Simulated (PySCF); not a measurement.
**BH$_{2}$, doublet, SMILES `[BH2]`: what the electrons do**

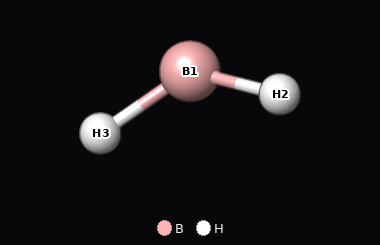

The molecule, with its atoms numbered as below. No frequency check shows the geometry to be a minimum.

Geometry (Å), atoms numbered from 1:

```
B1       0.0000    0.1443    0.0000
H2       1.0435   -0.3607    0.0000
H3      -1.0435   -0.3607    0.0000
```

### 1. Bonding charge

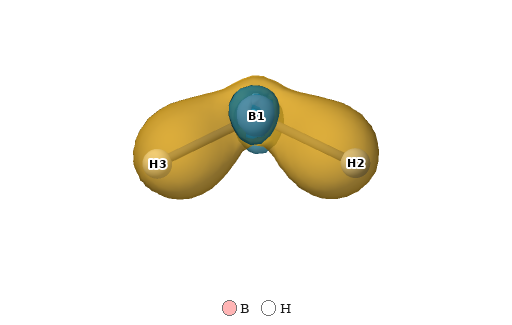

Deformation density (molecule less spherical, spin-averaged free atoms at the same positions), surfaces at ±0.2 e/Å³; yellow: gain, teal: loss.

Method: BLYP/def2-SVPD; geometry: GFN2-xTB; program: PySCF. The stability of the open-shell solution wasn't checked. GFN2-xTB doesn't know the spin state, so this open-shell geometry is rough.

> How much density has each bond gained at its critical point, relative to the free atoms?

B1–H2 and B1–H3: +0.49 e/Å³ at the bond critical point (bond length 1.16 Å). In all, 0.7 electrons gather in the regions of gain relative to the promolecule.

### 2. Local ionisation energy

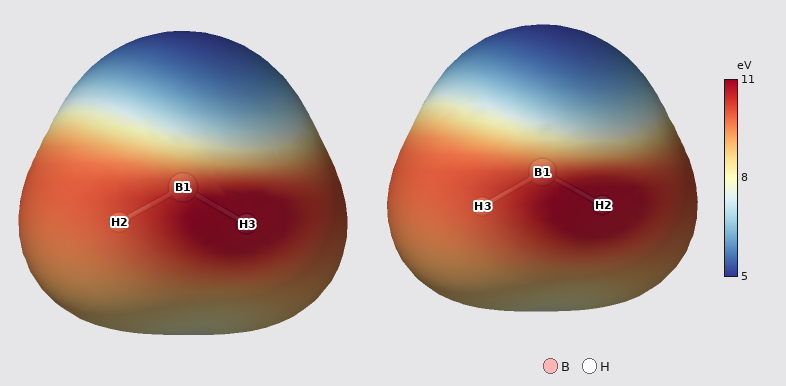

Average local ionisation energy on the surface of electron density 0.001 a.u. (back view left, front view right).

> Where are the most loosely bound electrons on this surface?

The lowest value is 5.1 eV, 2.2 Å from B1. Further minima include 7.7 eV, near H2 (1.82 Å) and H3 (1.99 Å), over B1 (2.1 Å). For comparison, the highest occupied orbital lies at −4.7 eV.

### 3. Spin density

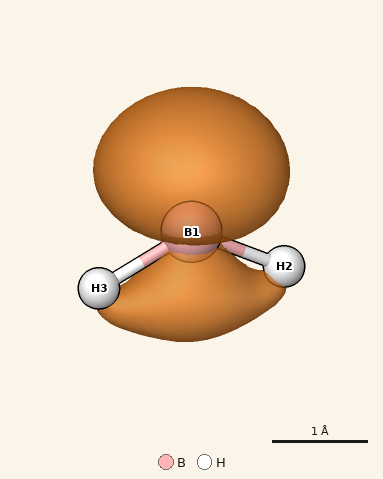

Spin density ρα − ρβ at ±0.05 e/Å³ (orange: excess α, blue: excess β).

> Where is the unpaired spin?

Hirshfeld spin populations: B1 +0.86 and H2 and H3 +0.07. ⟨S²⟩ = 0.75, as for a pure state.

### 4. In an electric field

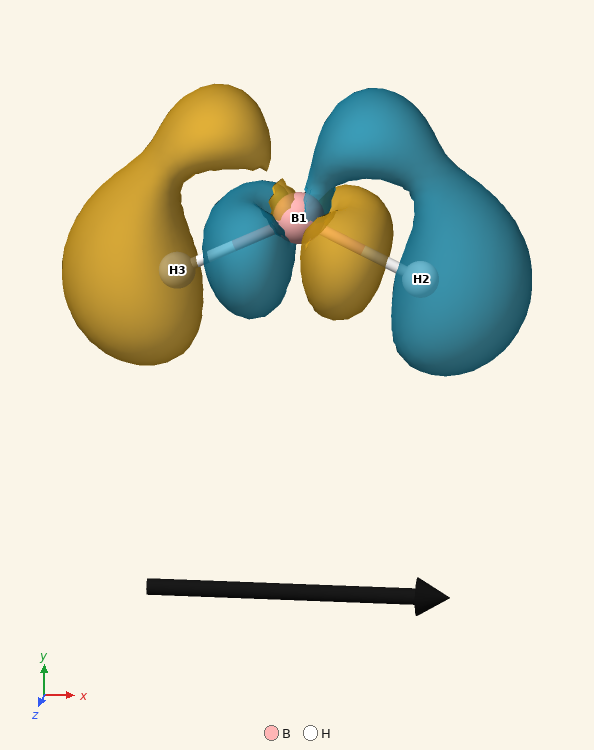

Change of the electron density in a uniform field of 0.41 V/Å along +x (arrow), surfaces at ±0.003 e/Å³ (yellow: gain, teal: loss).

Computed with PySCF, LDA (SVWN)/def2-SVPD, geometry: GFN2-xTB. The stability of the open-shell solution wasn't checked. GFN2-xTB doesn't know the spin state, so this open-shell geometry is rough.

The field was applied in both directions; the picture shows the one opposite to the script's first.

> How large is the response?

The induced dipole is 0.42 D (along the field); α along this axis, from the fields in both directions, is 20 bohr³ (3.0 Å³).

### 5. Removing or adding an electron

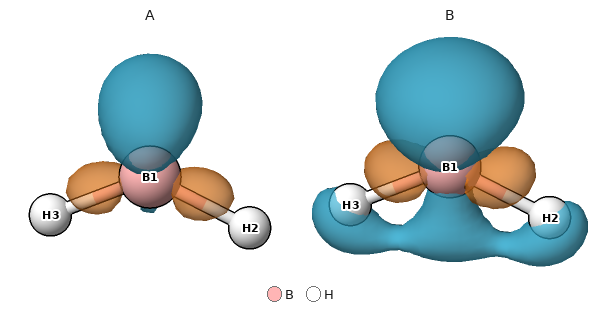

The two Fukui functions at ±0.08 e/Å³ (light blue positive, orange negative).

Method: PBE0/6-311G**; geometry: GFN2-xTB; program: PySCF. GFN2-xTB doesn't know the spin state, so this open-shell geometry is rough.

> Why do the two look alike?

The electron leaves from or enters the same singly occupied orbital. A is f⁺, B is f⁻. f⁻ (Hirshfeld-condensed) is largest on B1 (0.69); the vertical ionisation energy is 9.22 eV (to the singlet cation, which needn't be its lowest state). f⁺ (Hirshfeld-condensed) is largest on B1 (0.71); the vertical electron affinity is −0.91 eV (to the singlet anion, which needn't be its lowest state; negative, but this basis has no diffuse functions, so it doesn't show that the anion is unbound).
